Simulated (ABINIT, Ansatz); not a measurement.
# SF6 (Im-3m): G0W0 with ABINIT, start to end, part 3 of 3

Wanted: ground state, empty states, screening and self-energy for SF6 (Im-3m).

ABINIT 10.8.3; LDA and many-body steps on it, plane waves. Known limits of the many-body steps: not at the basis limit; coarse k mesh.

So far. Step 4 (Empty states on the mesh, 2×2×2 mesh, 76 bands): On this mesh the gap is 6.132 eV. Step 5 (Screening, 2×2×2 mesh, 70 bands, screening to 98 eV): Local fields lower ε∞ by 11 %. On a Γ-centred mesh this coarse the value itself is usually too large, while a short band sum pulls it down.

## 6. Self-energy, 2×2×2 mesh, 70 bands, screening to 98 eV

The self-energy is evaluated for the states that the input lists, and the levels follow from it, in one-shot runs by the linearised quasiparticle equation.

This step: G0W0 on LDA, plane waves, norm-conserving pseudopotentials.

The input, run.abi:

```
acell 3*1.0 Angstrom
rprim 
  -2.873504736200 2.873504736200 2.873504736200
  2.873504736200 -2.873504736200 2.873504736200
  2.873504736200 2.873504736200 -2.873504736200
ntypat 2
znucl 16 9
natom 7
typat 1 2 2 2 2 2 2
xred 
  0.000000000000 0.000000000000 0.000000000000
  0.725627210000 0.725627210000 0.000000000000
  0.274372790000 0.274372790000 0.000000000000
  0.000000000000 0.274372790000 0.274372790000
  0.000000000000 0.725627210000 0.725627210000
  0.725627210000 0.000000000000 0.725627210000
  0.274372790000 0.000000000000 0.274372790000
pp_dirpath "pseudos"
pseudos "S.upf, F.upf"
ecut 36
ngkpt 2 2 2
nshiftk 1
shiftk 0 0 0
kptopt 1
chksymbreak 0
istwfk *1
occopt 1
irdwfk 1
optdriver 4
nband 70
gwcalctyp 0
ecutsigx 36
symsigma 1
nkptgw 1
kptgw 
  0.0000000000 0.0000000000 0.0000000000
bdgw 
  22 26
ecuteps 3.6
irdscr 1
ppmodel 1
indata_prefix "in"
outdata_prefix "out"
tmpdata_prefix "tmp"
```

Run with:

```
OMP_NUM_THREADS=1 mpirun -n 4 abinit run.abi > log
```

Numbers of over 12 decimals in the logs are rounded to 6 here.

Log:

```text
.Version 10.8.3 of ABINIT. v10.8.2 released Aug 2026.

 Symmetries : space group Im -3 m (#229); Bravais cI (body-center cubic)
[... echo of the input left out ...]
== DATASET  1 ==================================================================
-   mpi_nproc: 4, omp_nthreads: 1 (-1 if OMP is not activated)

--- !DatasetInfo
iteration_state: {dtset: 1, }
dimensions: {natom: 7, nkpt: 3, mband: 70, nsppol: 1, nspinor: 1, nspden: 1, mpw: 6620, }
cutoff_energies: {ecut:  36.0, pawecutdg:  -1.0, }
electrons: {nelect:   4.80000000E+01, charge:   0.00000000E+00, occopt:   1.00000000E+00, tsmear:   1.00000000E-02, }

 SIGMA: Calculation of the GW corrections

 Based on a program developped by R.W. Godby, V. Olevano, G. Onida, and L. Reining.
 Incorporated in ABINIT by V. Olevano, G.-M. Rignanese, and M. Torrent.
.Using double precision arithmetic ; gwpc =  8

[... cell and pseudopotentials left out ...]
--------------------------------------------------------------------------------

 ==== K-mesh for the wavefunctions ====
 Number of points in the irreducible wedge :     3
[... list of points left out ...]
 Together with 48 symmetry operations and time-reversal symmetry
 yields     8 points in the full Brillouin Zone.

 ==== Q-mesh for screening function ====
 Number of points in the irreducible wedge :     3
[... list of points left out ...]
 Together with 48 symmetry operations and time-reversal symmetry
 yields     8 points in the full Brillouin Zone.

 vcoul_init : cutoff-mode = AUXILIARY_FUNCTION
 q-points for optical limit:   1
     1)      0.000010    0.000020    0.000030
 setmesh: FFT mesh size selected  =    45x   45x   45
          total number of points  =        91125

 Number of electrons calculated from density =   48.0000; Expected =   48.0000
 average of density, n =  0.074946
 r_s =    1.4714
 omega_plasma =   26.4077 [eV]

 === KS Band Gaps ===
  >>>> For spin  1
   Minimum direct gap =   6.1318 [eV], located at k-point      :   0.0000  0.0000  0.0000
   Fundamental gap    =   6.1318 [eV], Top of valence bands at :   0.0000  0.0000  0.0000
                                       Bottom of conduction at :   0.0000  0.0000  0.0000
 SIGMA fundamental parameters:
 PLASMON POLE MODEL  1
 number of plane-waves for SigmaX                 6603
 number of plane-waves for SigmaC and W            201
 number of plane-waves for wavefunctions          6603
 number of bands                                    70
 number of independent spin polarizations            1
 number of spinorial components                      1
 number of k-points in IBZ                           3
 number of q-points in IBZ                           3
 number of symmetry operations                      48
 number of k-points in BZ                            8
 number of q-points in BZ                            8
 number of frequencies for dSigma/dE                 9
 frequency step for dSigma/dE [eV]                0.25
 number of omega for Sigma on real axis              0
 max omega for Sigma on real axis  [eV]           0.00
 zcut for avoiding poles [eV]                     0.10

 EPSILON^-1 parameters (SCR file):
 dimension of the eps^-1 matrix on file            201
 dimension of the eps^-1 matrix used               201
 number of plane-waves for wavefunctions          6603
 number of bands                                    70
 number of q-points in IBZ                           3
 number of frequencies                               2
 number of real frequencies                          1
 number of imag frequencies                          1

 matrix elements of self-energy operator (all in [eV])

 Perturbative Calculation

--- !SelfEnergy_ee
iteration_state: {dtset: 1, }
kpoint     : [   0.000,    0.000,    0.000, ]
spin       : 1
KS_gap     :    6.132
QP_gap     :   12.110
Delta_QP_KS:    5.978
data: !SigmaeeData |
     Band     E0 <VxcDFT>   SigX SigC(E0)      Z dSigC/dE  Sig(E)    E-E0       E
       22  -3.665 -23.540 -31.261   4.839   0.837  -0.194 -25.953  -2.413  -6.078
       23  -3.665 -23.540 -31.261   4.839   0.837  -0.194 -25.953  -2.413  -6.078
       24  -3.665 -23.540 -31.261   4.839   0.837  -0.194 -25.953  -2.413  -6.078
       25   2.467 -18.486 -12.553  -1.868   0.877  -0.140 -14.921   3.565   6.032
       26   6.635 -10.216  -5.170  -2.036   0.909  -0.100  -7.480   2.736   9.371

== END DATASET(S) ==============================================================
================================================================================

 -outvars: echo values of variables after computation  --------
           etotal      0.0000000000E+00
            nband          70
             nkpt           3
          spgroup         229
 [... the other variables as echoed above ...]

 Calculation completed.
```

Elapsed: 5.2 s, on 4 MPI ranks of Arm Neoverse N1, shared host; peak memory 0.7 GiB; 20 s of CPU time.

Numbers from this step:

```
G0W0 gap on the points computed              : 12.11 eV
starting gap on the mesh                     : 6.132 eV
k of the valence top                         : 0, 0, 0
k of the conduction bottom                   : 0, 0, 0
Z at the valence top                         : 0.837
Z at the conduction bottom                   : 0.877
least direct G0W0 gap on the computed points : 12.11 eV
```

The gap on the mesh goes from 6.13 eV to 12.11 eV, a correction of +5.98 eV.

Limits: finite bands, cutoff and mesh; coarse k mesh. v1 is the top filled band, c1 the lowest empty one. Levels before and after the correction, in eV, zero at the valence-band top of each column:

|  | conduction bottom | valence top |
| --- | --- | --- |
| Kohn-Sham | 6.13 | 0.00 |
| G0W0 | 12.11 | 0.00 |

|  | level | energy (eV) |
| --- | --- | --- |
| Kohn-Sham | Γ v3-v1 | 0.000 |
| Kohn-Sham | Γ c1 | 6.132 |
| Kohn-Sham | Γ c2 | 10.300 |
| G0W0 | Γ v3-v1 | 0.000 |
| G0W0 | Γ c1 | 12.110 |
| G0W0 | Γ c2 | 15.449 |

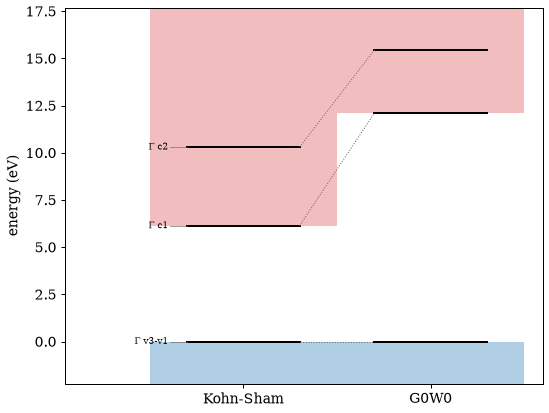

Levels before and after the correction. Shaded: valence and conduction bands.

## 7. Where the time went

Times are wall times on 4 MPI ranks of Arm Neoverse N1, shared host, good to a factor of about two.

| step | time | share | memory (GiB) |
| --- | --- | --- | --- |
| ground state | 68 s | 39 % | 0.43 |
| bands along the symmetry lines | 63 s | 36 % | 0.38 |
| empty states on the mesh | 24 s | 14 % | 0.33 |
| screening | 14 s | 8 % | 0.72 |
| self-energy | 5.2 s | 3 % | 0.7 |

## 8. Results

```yaml
lda_gap: 6.13 eV, direct
g0w0_gap_on_the_mesh: 12.11 eV
gw_settings: 2×2×2 mesh, 70 bands, screening to 98 eV, Godby-Needs plasmon pole
known_limits: not at the basis limit; coarse k mesh
```

What this shows: G0W0 moves the gap on the mesh from 6.13 eV to 12.11 eV (+5.98 eV), with Z of 0.84 and 0.88 at the edges. Local fields lower the RPA ε∞ on this mesh from 1.95 to 1.74; a Γ-centred mesh this coarse tends to raise both, most where the direct gap is narrow, while a short band sum lowers them. Only 1 of the mesh's irreducible points was corrected, so a valley elsewhere could overtake. Bands and cutoff are finite, so the gap is not at the basis limit. The miss can reach some tenths of an eV and take either sign; the mesh is an error of its own. In the G0W0 run levels were corrected at 1 k point alone, so a gap called «on the mesh» is the least over those, and an edge elsewhere would be missed. The 2×2×2 mesh is coarse for this cell, which bears on the long-range parts of exchange and screening.

[Paths, hosts, dates, memory and timing lines, banners, echoed tables and standing remarks are left out of the program output.]

[Logs are printed without paths, hosts, clocks, repeated set-up lines and the standing remarks that a program may print on its own settings, such as how far it seeks lower states.]

[Runs of the session that timed out or met a known fault of the program may be left out.]

[Hosts, paths, dates, database ids (printed as entryN), source tags and the programs' standing remarks are cut or masked in the printed files.]

[G0W0 gaps are taken among the corrected bands and points alone; a level outside them can change the order at an edge.]

[Where Ansatz stands beside ABINIT at settings called matched, ABINIT's density can come from a denser mesh and the files from another edition; pairs whose starting gaps differed by over 0.03 eV were left out, so agreement reads better than it is.]
